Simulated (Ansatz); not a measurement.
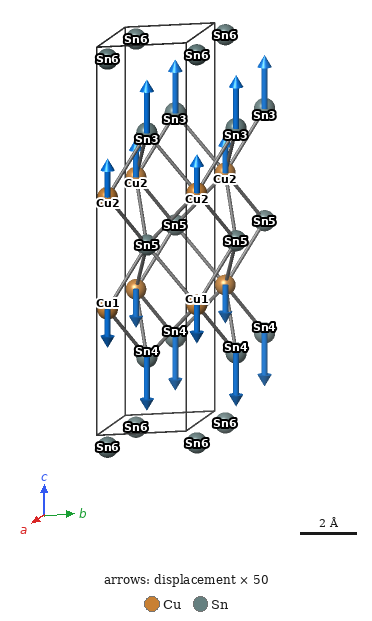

This is a relaxation of crystalline CuSn₂ (a generated structure, set up in P-6m2). The starting structure is drawn; blue arrows show the displacements (the part carried along by the change of the cell is left out), magnified 50 times.

The picture is a ball-and-stick view of the cell of the calculation, repeated 2 × 2 × 1 with one cell outlined, seen slightly off an axis.

Method: Ansatz 0.2.0, DFT PBE, scalar-relativistic, plane waves, PAW. Settings: plane-wave cutoff 420 eV; k-point mesh 12 × 12 × 4; occupations gaussian; smearing width 0.1 eV; no spin polarisation; cell and atoms relaxed; force threshold 0.01 eV/Å; at most 80 steps.

Which element moves most?

Tin: up to 0.040 Å, against 0.029 Å for copper.

What did the optimiser do to the structure, and how much energy did it gain?

The energy falls by 12.4 meV per atom in 5 accepted moves (6 points after the start). Largest force component: 0.051 eV/Å at the start, 0.001 eV/Å at the end. The pressure goes from 0.26 to 0.00 GPa. The SCF was repeated once at an unchanged geometry on a basis and grid sized afresh for the cell, which shifted the energy by 0.1 meV per atom at most. The largest moves relative to the cell, 0.040 Å, are those of Sn3 and Sn4. Sn4 goes along −c. Largest moves by element: Sn 0.040 Å, Cu 0.029 Å. The volume changes by +1.1 %, with a = b 3.288 → 3.424 Å (+4.1 %), c 14.379 → 13.404 Å (−6.8 %). Among the contacts that change: Cu1–Sn4 2.816 → 2.776 Å, Cu1–Sn5 2.815 → 2.788 Å. Bond angles that change, for instance: Sn4–Cu1–Sn5 95.2° → 89.5°, Cu1–Sn5–Cu2 95.2° → 89.7°, Sn4–Cu1–Sn4 71.4° → 76.1°. The space group stays P-6m2 (No. 187). The run took 6.7 min on 1 thread of Arm Neoverse V1 (shared host), peak memory 0.59 GiB.
